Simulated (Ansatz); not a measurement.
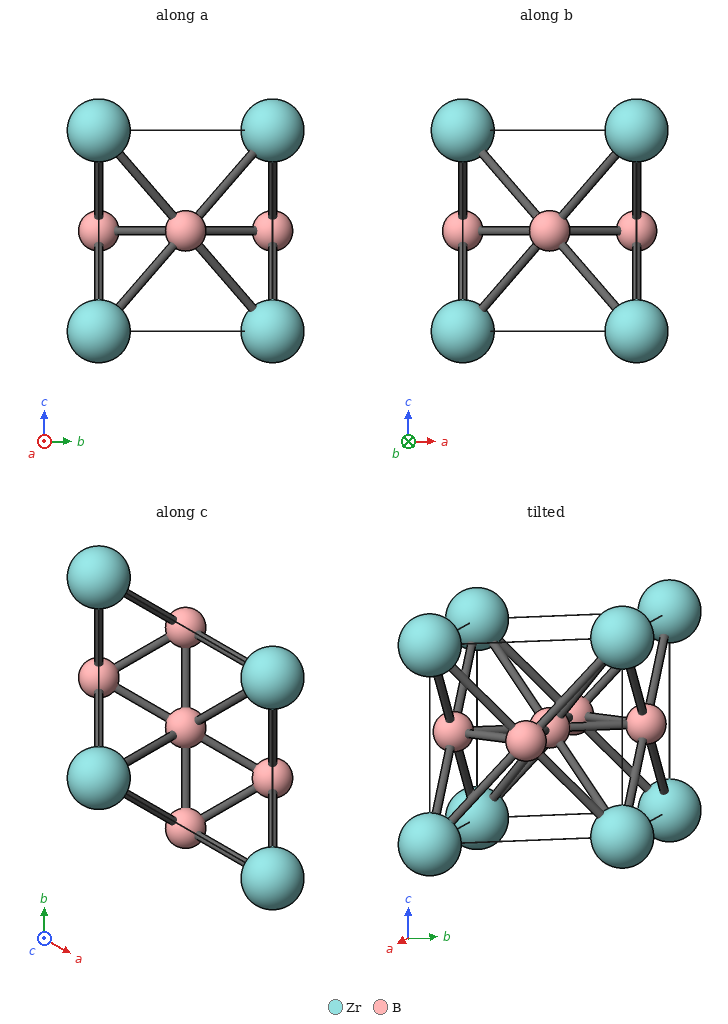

A ball-and-stick rendering, viewed along the a axis, along the b axis, along the c axis and slightly off an axis. The wireframe shows the conventional unit cell.

Lattice parameters: a = 3.5786 Å, b = 3.5786 Å, c = 3.5825 Å, α = 90.000°, β = 90.000°, γ = 120.000°.

> Convert the drawing into a CIF with its space group and independent sites.

```cif
data_structure
_symmetry_space_group_name_H-M 'P 6/m m m'
_symmetry_Int_Tables_number 191
_cell_length_a 3.5786
_cell_length_b 3.5786
_cell_length_c 3.5825
_cell_angle_alpha 90.000
_cell_angle_beta 90.000
_cell_angle_gamma 120.000
_cell_volume 39.73
loop_
_atom_site_label
_atom_site_type_symbol
_atom_site_symmetry_multiplicity
_atom_site_Wyckoff_symbol
_atom_site_fract_x
_atom_site_fract_y
_atom_site_fract_z
_atom_site_occupancy
Zr1 Zr 1 a 0.0000 0.0000 0.0000 1
B1 B 3 g 0.5000 0.5000 0.5000 1
```

The model was built from a structure type filled with these elements by a generator (whether the compound takes this form wasn't checked). What is shown is the relaxed result from DFT PBE, scalar-relativistic, plane waves, PAW (Ansatz 0.2.0).
